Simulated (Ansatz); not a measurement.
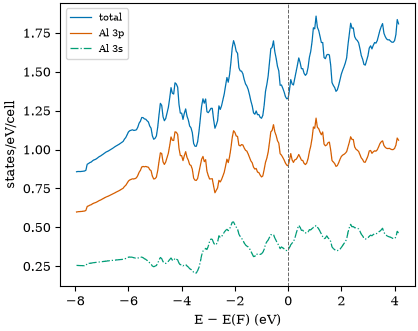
Figure. Total and projected density of states of Al (dhcp (α-La type), P6_3/mmc), r²SCAN in the plane-wave PAW code Ansatz

**Question.** Which orbitals carry the states next to the Fermi level?

**Answer.** Within 0.5 eV of the Fermi level: Al 3p 66 %, Al 3s 28 %, outside the projected shells 6 %. Projections are on Löwdin-orthogonalised atomic valence shells; empty p or d shells of many metals are not among them.

**Question.** Where is the tallest occupied peak in this window, and what makes it?

**Answer.** Near -2.0 eV, about 1.7 states/eV per cell; the largest projected share is Al 3p.

The first step of the workflow began from a Materials Project structure, measured or hypothetical; the Crystallography Open Database copy checked does not list it. It is not the phase usual at ambient conditions (space group No. 225). The cell was relaxed with r²SCAN under the symmetry of its start; its stability against distortions is not shown here.

Potentials: the later of the program's two PAW sets.
